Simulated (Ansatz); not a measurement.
## Profile along the As–In line in InAs (zinc blende)

InAs (zinc blende), conventional cell a = b = c = 6.186 Å, α = β = γ = 90.00°. The calculation uses the primitive cell of 2 atoms, to which meshes and values per cell refer.

Fields along a shortest As–In line of a {110} plane (2.68 Å), from As to In, interpolated on the slice's grid (step about 0.2 Å). Computed with PBE (plane waves to 420 eV, PAW, scalar-relativistic; Ansatz, a first-principles code). k mesh 9×9×9. Inside the PAW spheres the values are not all-electron values, and peaks at nuclei hang on which shells count as valence. At this level the bands of InAs touch or barely overlap; measurements give the solid a gap. InAs was relaxed with its symmetry unable to fall.

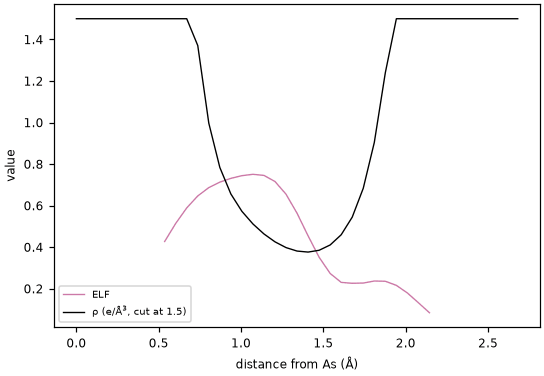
Figure: ELF (away from the nuclei) and valence density from As to In.

Density on the As–In line (2.68 Å) at its density minimum, 1.4 Å from As: 0.38 e/Å³. ELF at that point: 0.5. ELF maximum in the middle third of the As–In line: 0.75, 1.1 Å from As.
